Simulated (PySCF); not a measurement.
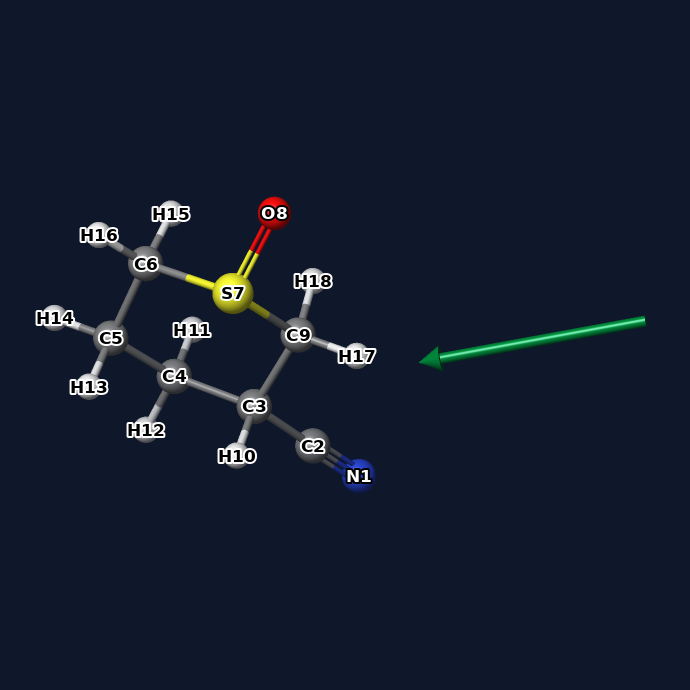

The arrow beside the molecule shows the direction of the dipole moment, from the negative to the positive end (its length means nothing). The geometry was computed by an optimisation with PBE0-D3(BJ)/def2-SVP. No frequency run is at hand to confirm it as a minimum. Properties computed with B3LYP/def2-SVPD, gas phase (PySCF 2.14.0).

Question: How large is the dipole moment?

Answer: 4.66 D; it points from the side of H17 to the side of H14 (the outermost atoms at the two ends).
